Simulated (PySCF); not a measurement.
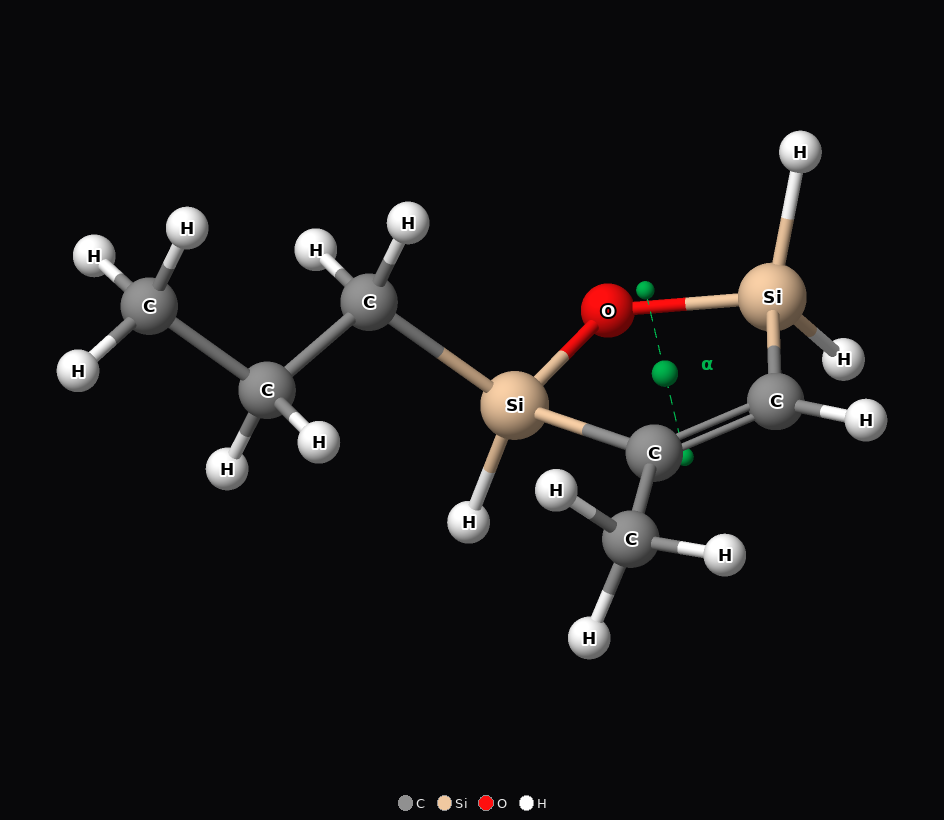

The small points mark where nucleus-independent chemical shifts (NICS) were computed: at the centre of each lettered ring and 1 Å above and below it. The computed structure is the end point of a GFN2-xTB optimisation. No frequency run is at hand to confirm it as a minimum. Level of theory: GIAO PBE0/pcSseg-1 NMR shielding, non-relativistic, gas phase (PySCF 2.14.0).

Give NICS(0), NICS(1) and the out-of-plane component NICS(1)zz for each ring (means of the two sides).

```
ring  members  NICS(0)  NICS(1)  NICS(1)zz
   α   C2OSi2     −3.6     −2.9       −2.2
```

Values in ppm.

> What do the values say about the ring currents?

Ring α: weak, as in a non-aromatic ring. NICS is one index among several.

The geometry is semi-empirical. Around Si such bond lengths and angles can be off by a tenth of an ångström or more and by several degrees, and values that hang on the shape move with them.
